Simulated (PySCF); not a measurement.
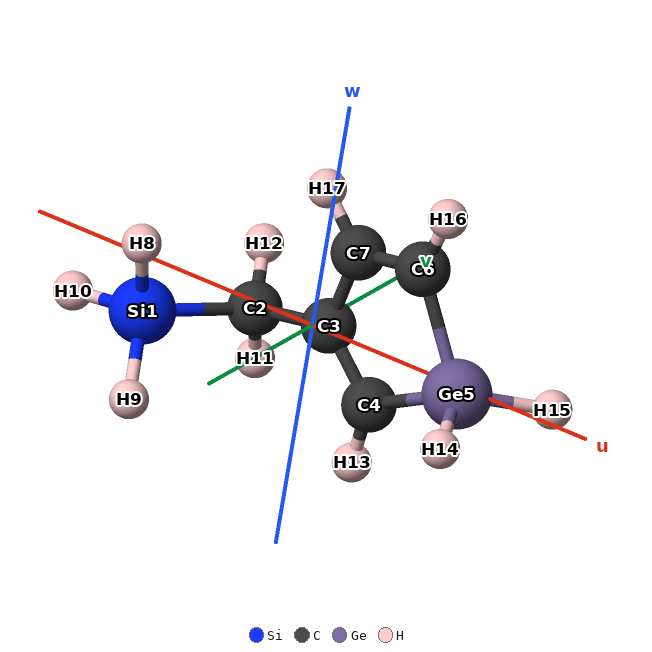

The lines u, v and w are the principal axes of the static dipole polarisability. Computed geometry: GFN2-xTB optimisation. No frequency run is at hand to confirm it as a minimum. Method: B3LYP/def2-SVPD (PySCF 2.14.0).

Question. Along which axis is the molecule most polarisable, and along which least?

Answer. Most along u (close to the long direction Si1···Ge5), least along v.

Question. Give the three principal values.

Answer. u 150.0, v 90.0, w 105.1 bohr³; mean 115.0, anisotropy 54.1 bohr³.

The geometry is semi-empirical. Around Ge, Si such bond lengths and angles can be off by a tenth of an ångström or more and by several degrees, and values that hang on the shape move with them.
